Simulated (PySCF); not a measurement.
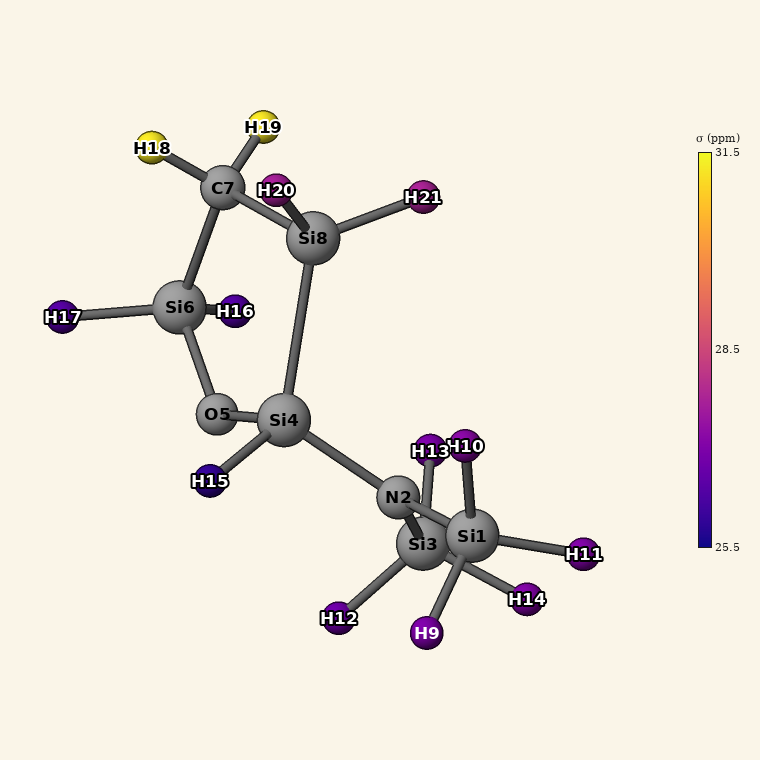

Atoms are coloured by their isotropic NMR shieldings (H only, the others grey). Computed geometry: GFN2-xTB optimisation. No frequency run is at hand to confirm it as a minimum. Properties computed with GIAO PBE0/pcSseg-1 NMR shielding, non-relativistic, gas phase (PySCF 2.14.0).

**Which H atom is the most shielded (lowest chemical shift)?**

H18, H19 (31.24 ppm).

**Which H atom is the least shielded (highest chemical shift)?**

H15 (25.93 ppm).

**How wide is the range of H shifts?**

5.31 ppm.

List the isotropic NMR shieldings of the H atoms.

| atom | σ (ppm) |
| --- | --- |
| H9 | 27.02 |
| H10 | 27.21 |
| H11 | 27.06 |
| H12 | 26.78 |
| H13 | 26.97 |
| H14 | 27.09 |
| H15 | 25.93 |
| H16 | 26.38 |
| H17 | 26.43 |
| H18 | 31.24 |
| H19 | 31.24 |
| H20 | 27.70 |
| H21 | 27.76 |

The geometry is semi-empirical. Around Si such bond lengths and angles can be off by a tenth of an ångström or more and by several degrees, and values that hang on the shape move with them.
